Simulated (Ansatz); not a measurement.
**F₂GaH₂NP (doublet): density, localisation and related maps**

The calculation's input:

```
crystal:
  periodic: [false, false, false]
  atoms:
    - {symbol: F, position_ang: [0.304560, 0.417285, 4.262138]}
    - {symbol: F, position_ang: [2.638649, 2.519443, 4.098960]}
    - {symbol: Ga, position_ang: [0.983654, 2.324398, 3.527081]}
    - {symbol: N, position_ang: [0.952391, 1.112556, 2.033978]}
    - {symbol: P, position_ang: [0.320208, -0.306840, 2.651497]}
    - {symbol: H, position_ang: [1.717270, 1.063647, 1.360988]}
    - {symbol: H, position_ang: [-0.113143, 3.342786, 3.917374]}
basis:
  gaussian:
    orbitals: def2-TZVPD
magnetization:
  spin_polarized: true
  initial_magnetization: 1
hamiltonian:
  xc: pbe0
output:
  forces: true
  orbitals: {seedname: orbitals}
```

Launched as:

```sh
ansatz run input.yaml --threads 2 --pin off --max-ram 4350MiB --events-out events.jsonl --progress --plain --runs-dir runs
```

Geometry: B3LYP-D3(BJ)/def2-SVP.

Level of theory: isolated molecule in a Gaussian basis; Kohn-Sham density functional theory, functional PBE0 in Ansatz.

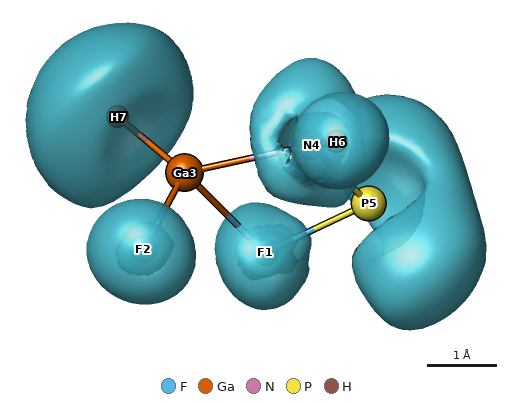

Figure 1. Isosurface of the ELF at 0.75 (cyan), seen from one side. Core shells and regions of very low density are left out.

Identify the bonds, lone pairs and shells in this picture.

Answer. At this value the surface marks out one region around a hydrogen nucleus, one lobe on P, pointing away from the bonds (non-bonding electrons), two regions wrapped around F (the valence shell of each) and one joined region spread over several atoms (H, N), in which their bonds and any lone pairs are merged. Profiles from the grid: P–N (1.67 Å): the ELF peaks at about 0.90 between the atoms (a shared but strongly polarised pair). Ga–F (1.76 Å): the ELF peaks at about 0.85 in the valence shell of F, 0.5 Å from its nucleus, and is about 0.15 at the midpoint.

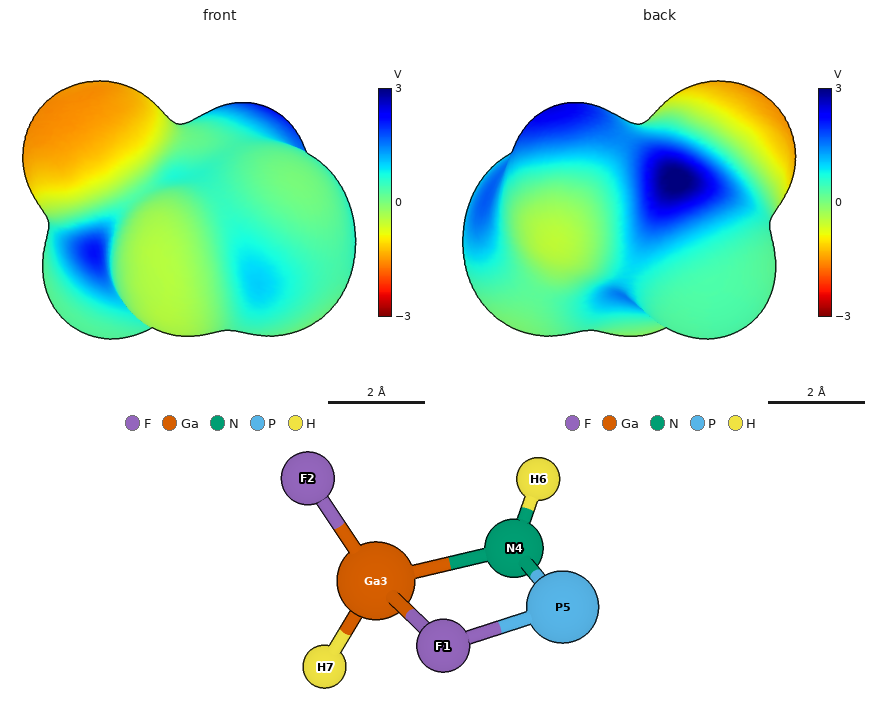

Figure 2. The molecular electrostatic potential painted on the density surface at 0.002 e/bohr³, seen from the front and from behind; the colour scale runs from red (negative) to blue (positive). The bare structure is drawn below in the same view.

Where is the surface potential most negative and most positive?

Answer. The most negative region (about −1.6 V) lies over F2, the most positive (about +2.9 V) over Ga3.

What dipole moment does the calculation give?

Answer. Its dipole moment is 2.43 D.

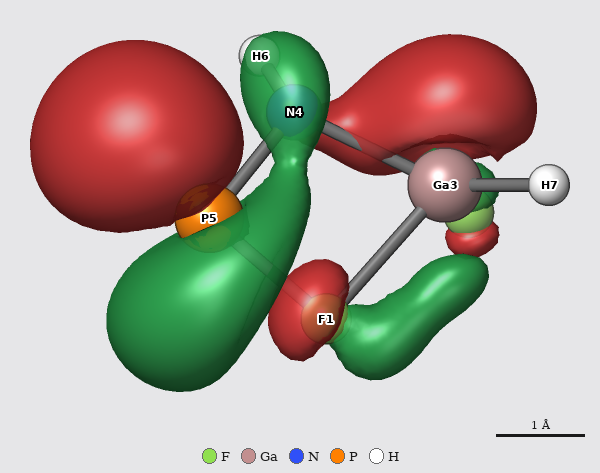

Figure 3. The LUMO (α) at ±0.1 Å⁻³ᐟ² (green and red are the two phases), seen at an oblique angle.

What is the character of this orbital?

Answer. By Hirshfeld shares it lies mainly on P5 (about 65 %), Ga3 (about 15 %), F1 (about 10 %) and N4 (about 5 %). Its energy is −1.69 eV.
